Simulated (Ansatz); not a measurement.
# CH$_{4}$S$_{2}$Si (SMILES S=C[SiH2]S): what the fields show

Input

```
crystal:
  periodic: [false, false, false]
  atoms:
    - { symbol: S, position_ang: [-1.3382, 0.2957, -1.9619] }
    - { symbol: C, position_ang: [0.1073, 0.4275, -1.2479] }
    - { symbol: Si, position_ang: [0.2068, 0.3517, 0.5979] }
    - { symbol: S, position_ang: [0.3188, -1.6927, 1.242] }
    - { symbol: H, position_ang: [1.0608, 0.5287, -1.8142] }
    - { symbol: H, position_ang: [-0.8766, 1.0577, 1.307] }
    - { symbol: H, position_ang: [1.5403, 0.9651, 1.0724] }
    - { symbol: H, position_ang: [-0.9269, -1.9908, 0.7489] }
basis:
  gaussian: { orbitals: "6-31G*" }
hamiltonian:
  xc: pbe
  dispersion: d4
relax:
  f_tol: 0.015
  max_steps: 40
output:
  orbitals: {}
```

Run with:

```sh
ansatz run input.yaml --threads 1 --pin off --max-ram 2048MiB --backend cpu --events-out ev --progress --plain --runs-dir out
```

The fields are those of the relaxed geometry.

Computed with Ansatz, RKS PBE-D4/6-31G*.

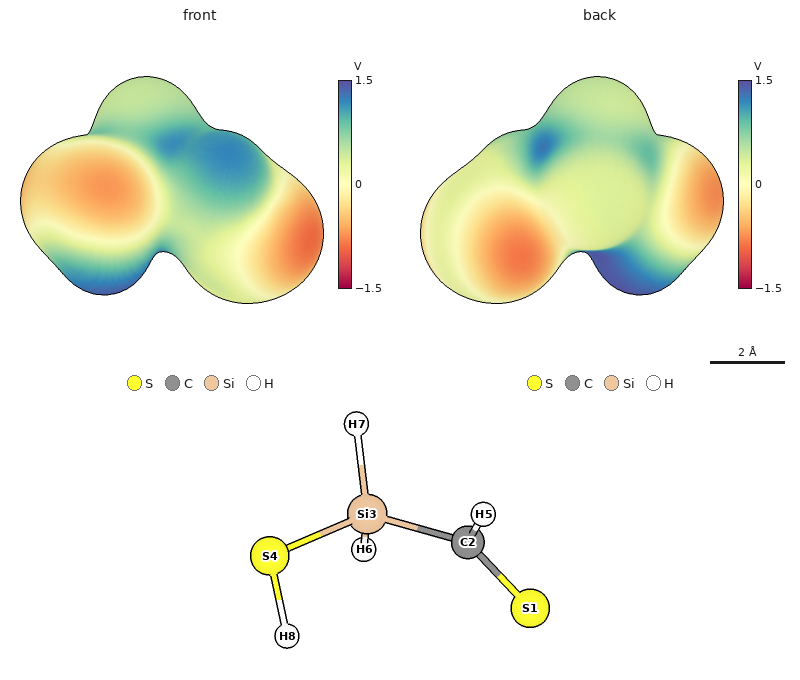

Figure 1. The molecular electrostatic potential painted on the density surface at 0.002 e/bohr³, seen from the front and from behind; the colour scale runs from red (negative) to blue (positive). The bare structure is drawn below in the same view.

Where is the surface potential most negative and most positive?

Answer. The most negative region (about −0.9 V) lies over S1, the most positive (about +1.4 V) over Si3 and H8.

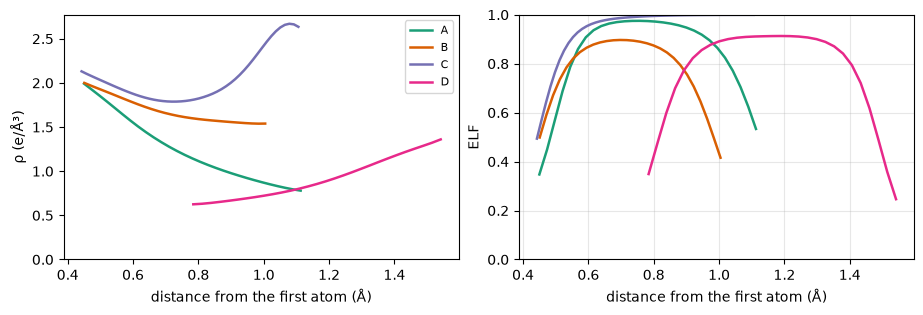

Figure 2. Total electron density and ELF along straight lines between neighbouring atoms. The curves leave out the atomic cores.

Which curve belongs to which contact (C–H, C–S, C–Si and Si–S)? The first atom named is at distance zero.

Answer. Curve A: C–Si (1.89 Å): ρ is about 0.92 e/Å³ halfway; the ELF peaks at about 1 between the atoms (a covalent bond). Curve B: C–S (1.64 Å): the density is about 1.6 e/Å³ at the midpoint; the ELF peaks at about 0.90 between the atoms (a covalent bond). Curve C: C–H (1.11 Å): the density is about 1.9 e/Å³ at the midpoint; the ELF climbs to about 1 towards the hydrogen, as it does in any bond to H (an ordinary covalent bond to hydrogen). Curve D: Si–S (2.16 Å): ρ is about 0.78 e/Å³ halfway; the ELF peaks at about 0.90 between the atoms; a covalent bond.

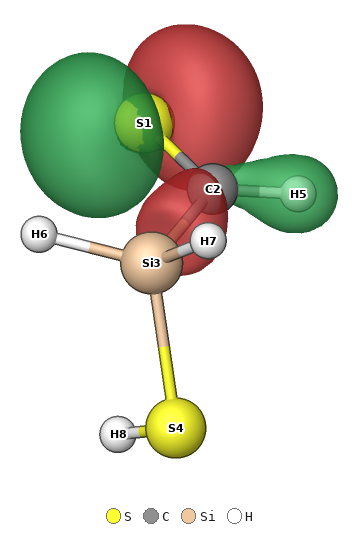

Figure 3. One frontier orbital at ±0.15 Å⁻³ᐟ² (green and red are the two phases), seen at an oblique angle.

Which orbital is it: HOMO or LUMO?

Answer. The HOMO, at −5.33 eV. By Hirshfeld shares it lies mainly on S1 (about 75 %) and C2 (about 10 %); largely a lone pair of S1.
